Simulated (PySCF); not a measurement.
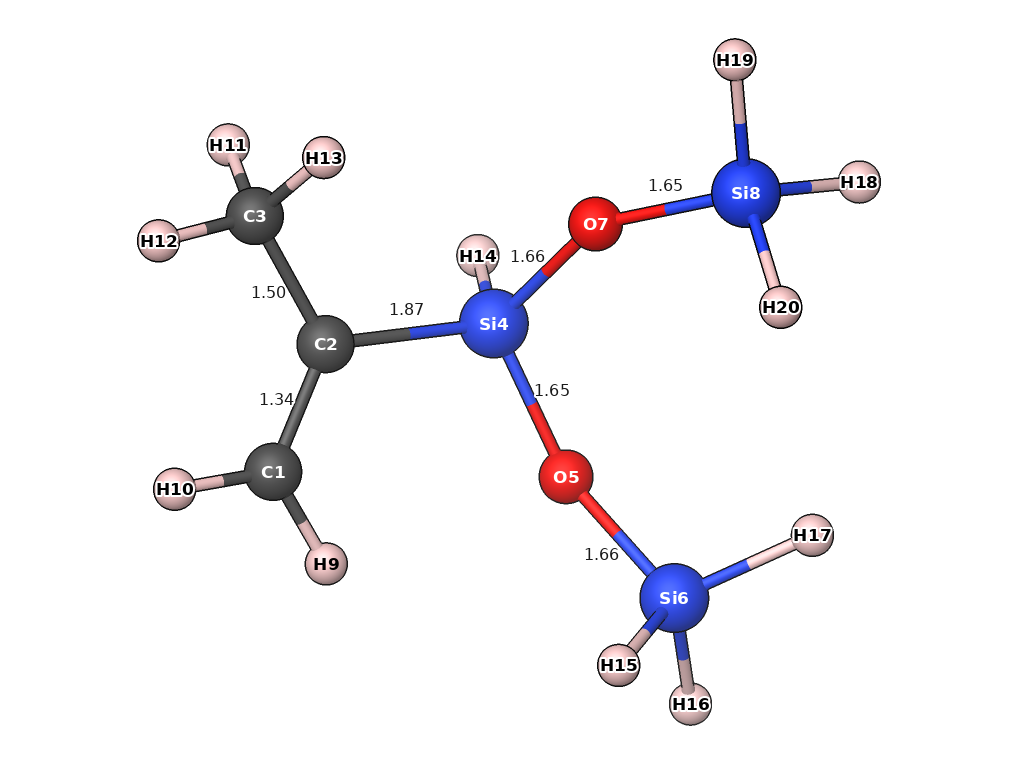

The numbers beside the sticks are distances in Å. Sticks don't show bond order. Computed geometry: PBE0-D3(BJ)/def2-SVP optimisation. No frequency run is at hand to confirm it as a minimum.

**Which of the marked bonds are single, double, triple or aromatic?**

C1–C2 double; C2–C3 single; C2–Si4 single; Si4–O5 single; Si4–O7 single; O5–Si6 single; O7–Si8 single.

**Give the structure as SMILES.**

C=C(C)[SiH](O[SiH3])O[SiH3]
